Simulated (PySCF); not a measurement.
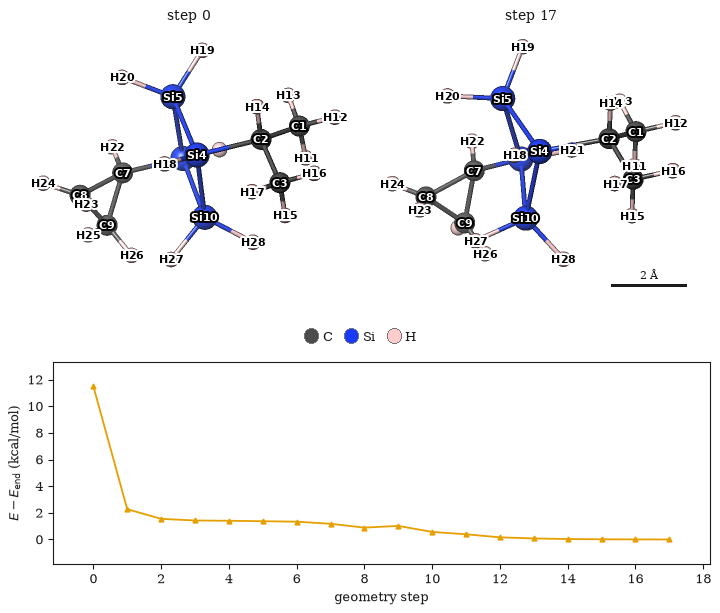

First and last geometry of a relaxation of C6H18Si4, with the history of the run. Style: ball-and-stick. Shown from a free direction.

The start comes from GFN2-xTB. Its atoms were then displaced at random by about 0.01 Å.

Theory: PBE0-D3(BJ)/def2-SVP geometry optimisation, gas phase in PySCF. 

> What do the curves and the structures tell?

It converged. After 17 geometry steps the energy has fallen by 11.5 kcal/mol. The largest move after the best rigid fit is that of an H atom, 1.30 Å. By element the largest moves are H 1.30 Å, Si 0.79 Å, C 0.51 Å. Near-neighbour distances that change, for instance: C–H 1.034 → 1.102 Å, C–Si 1.959 → 1.908 Å, H–Si 1.461 → 1.498 Å, C–H 1.068 → 1.103 Å. Bond angles that change, for instance: Si–Si–H 118.5° → 109.9°, C–Si–H 102.2° → 109.9°, C–Si–H 103.9° → 111.2°. Groups turn about Si–Si by about 30°, Si–Si by about 25°, Si–Si by about 20°.

| step | E − E(0), kcal/mol |
| --- | --- |
| 0 | 0.00 |
| 1 | -9.23 |
| 2 | -9.95 |
| 3 | -10.08 |
| 4 | -10.10 |
| 5 | -10.13 |
| 6 | -10.17 |
| 7 | -10.32 |
| 8 | -10.61 |
| 9 | -10.48 |
| 10 | -10.93 |
| 11 | -11.11 |
| 12 | -11.34 |
| 13 | -11.42 |
| 14 | -11.47 |
| 15 | -11.49 |
| 16 | -11.50 |
| 17 | -11.50 |
